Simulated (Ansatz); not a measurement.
Calculation: PBE (plane waves to 420 eV, PAW; Ansatz, a program for electronic structure).

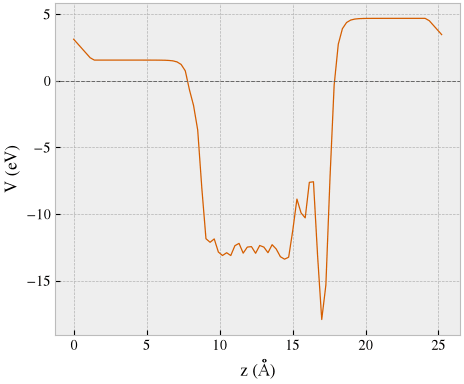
Figure. Plane-averaged electrostatic potential energy along the normal, in eV from the Fermi level, for the (331) surface of diamond (in the relaxation 2 C–C bonds broke), no caps (bottom of the slab: built like the top, H on every dangling bond, free)

Slab: 50 atoms, 9.4 Å thick at the start with caps and adatoms (thin: gaps and levels are the slab's own); k 5x4x1, smearing 0.025 eV, dipole-corrected; 12 atoms held, the rest relaxed; held to the start's symmetry, so lower structures may exist; no spin (in PBE a spin-polarised start ends 0.09 eV a cell lower), no spin-orbit, no U. The slab shows no gap on its mesh. In PBE it lies 0.04 eV a 1x1 cell over the lowest computed structure of the same composition (no caps, spin-polarised start).

### Question
The surface cell has an area of 27.80 Å². What dipole along the normal does the step between the two vacuum levels imply?

### Answer
the top vacuum level lies 3.13 eV above the bottom one; p = −ε₀ A ΔV (ε₀ = 0.005526 e/(V·Å)) gives -0.48 e·Å a cell.
